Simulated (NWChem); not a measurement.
**SiH2SO (SMILES O[Si]S): BP86/cc-pVDZ**

Aim: the vertical ionisation energy of SiH2SO at BP86/cc-pVDZ, from 2 runs. 

Program for the calculation: NWChem 7.3.0.

10 further runs of the same task are left out: 10 set aside as unsound or not needed.

### Step 1. The molecule

The species is SiH2SO (5 atoms), meant as a singlet with charge 0. SMILES: `O[Si]S`. The coordinates come from a PBE0-D4/def2-TZVP relaxation. This is one conformer, not always the lowest.

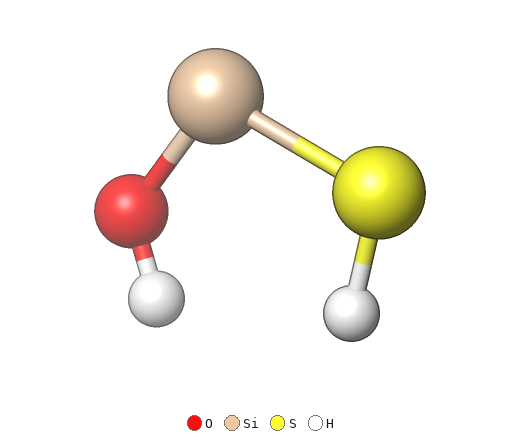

The structure, seen from a chosen angle (oxygen red, silicon light orange, sulfur yellow, hydrogen white).

### Step 2. A single-point energy at BP86/cc-pVDZ

test.nw

```
echo
start test
memory 2200 mb
charge 0

geometry units angstroms noautosym nocenter noautoz
  O     -1.194700    -0.658900    -0.325800
  Si    -0.956800     0.951300    -0.079500
  S      1.167700     1.118600     0.360300
  H     -0.489400    -1.308100    -0.267200
  H      1.523000    -0.176500     0.270700
end

basis spherical bse
  * library cc-pVDZ
end

dft
  xc becke88 perdew86
  grid fine
  convergence energy 1e-08
  iterations 100
  mulliken
  print low
end

task dft
```

On the command line:

```
$ nwchem test.nw > test.out
```

Log:

```text
[...]
 d= 0,ls=0.0,diis     1   -764.1479734450 -8.98D+02  2.19D-02  6.23D-01     1.8
[...]
 d= 0,ls=0.0,diis    11   -764.2198875006 -3.90D-09  9.29D-07  3.28D-09    12.6
         Total DFT energy =     -764.219887500570
      One electron energy =    -1322.709082935344
           Coulomb energy =      480.565225380021
    Exchange-Corr. energy =      -56.007621419091
 Nuclear repulsion energy =      133.931591473845
[...]
      Total Density - Mulliken Population Analysis
     ---------------------------------------------
    Atom       Charge   Shell Charges
 -----------   ------   -------------------------------------------------------
    1 O    8     8.28   2.01  0.84  0.85  2.87  1.71  0.01
    2 Si  14    13.72   2.00  2.03  0.98  0.77  6.01  1.08  0.58  0.27
    3 S   16    16.22   2.00  2.03  0.95  0.85  6.01  2.37  1.97  0.05
    4 H    1     0.85   0.68  0.09  0.08
    5 H    1     0.92   0.70  0.19  0.03
[...]
```

It took 13 s on 1 thread of AMD EPYC 9R45 (Zen 5), shared host; peak memory 0.11 GiB.

### Step 3. The doublet cation at the same level

struct.nw

```
start struct
title "H2OSSi energy"
memory stack 880 mb heap 220 mb global 1100 mb
charge 1
geometry units au noautosym nocenter noautoz
  O  -2.25765580 -1.24514054 -0.61567277
  Si -1.80808996  1.79769646 -0.15023323
  S   2.20663320  2.11384764  0.68086832
  H  -0.92483197 -2.47195074 -0.50493482
  H   2.87805289 -0.33353666  0.51154886
end
basis spherical bse
  * library cc-pVDZ
end
dft
  xc becke88 perdew86
  mult 2
  grid fine
  convergence energy 1e-08
  iterations 100
  mulliken
  noprint "final vectors analysis"
end
task dft energy
```

On the command line:

```
$ nwchem struct.nw > struct.out
```

Log:

```text
[...]
          Wavefunction type:  spin polarized.
          No. of atoms     :     5
          No. of electrons :    39
[...]
          Charge           :     1
          Spin multiplicity:     2
[...]
          AO basis - number of functions:    60
[...]
              XC Information
              --------------
                    Becke 1988 Exchange Functional  1.000
                Perdew 1981 Correlation Functional  1.000 local
                Perdew 1986 Correlation Functional  1.000 non-local
[...]
 d= 0,ls=0.0,diis     1   -763.6783191460 -8.98D+02  1.84D-02  4.92D-01     1.9
[...]
 d= 0,ls=0.5,diis    62   -763.8792020158 -9.59D-09  3.46D-08  1.42D-08    79.2
[...]
         Total DFT energy =     -763.879202023067
      One electron energy =    -1312.242565511010
           Coulomb energy =      470.126776973630
    Exchange-Corr. energy =      -55.694995326353
 Nuclear repulsion energy =      133.931581840666
[...]
      Total Density - Mulliken Population Analysis
     ---------------------------------------------
    Atom       Charge   Shell Charges
 -----------   ------   -------------------------------------------------------
    1 O    8     8.20   2.01  0.84  0.84  2.87  1.64  0.01
    2 Si  14    13.24   2.00  2.02  0.98  0.44  6.01  1.10  0.40  0.29
    3 S   16    15.93   2.00  2.03  0.99  0.83  6.01  2.33  1.69  0.05
    4 H    1     0.78   0.65  0.05  0.08
    5 H    1     0.84   0.69  0.11  0.03
[...]
      <S2> =      0.7544 (Exact =     0.7500)
[...]
```

Run time: 81 s. Hardware: 1 thread of AMD EPYC 9R45 (Zen 5), shared host; peak memory 0.12 GiB.

### Step 4. Results

At BP86/cc-pVDZ:

| quantity | value |
| --- | --- |
| singlet SiH2SO: total energy | -764.21989 Eh |
| doublet cation: total energy | -763.87920 Eh |
| doublet cation: ⟨S²⟩ | 0.754 |
| vertical ionisation energy (to the doublet cation) | 9.271 eV |

**Reading.** The vertical ionisation energy comes to 9.27 eV (214 kcal/mol).
